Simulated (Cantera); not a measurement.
Feed: 1 mol Si₂Cl₆, 0.14 mol Cl₂, 12 mol H₂, equilibrated at 1402 °C.

Cantera equilibrium calculation (NASA polynomials, part measured and part estimated; ideal gas, pure solids and liquids). Candidate condensed phases: Si; 19 gas species. The feed counts by its element totals alone. The tables' values for SiCl₃, SiCl are old estimates; treat these amounts as uncertain. Equilibrium is a limit: real reactors are often held back by kinetics, nucleation or transport.

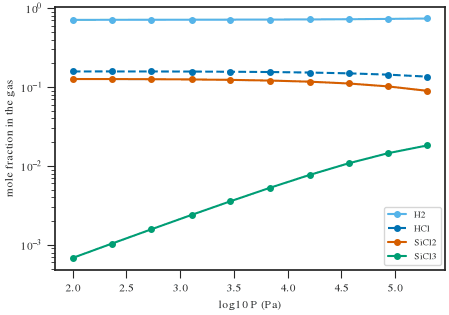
Equilibrium gas composition (values under 1e-9 drawn at 1e-9)

Task: Read off the mole fractions at 0.860 bar.

Result: H₂ about 0.73, HCl about 0.14, SiCl₂ about 0.10, SiCl₃ about 0.015.
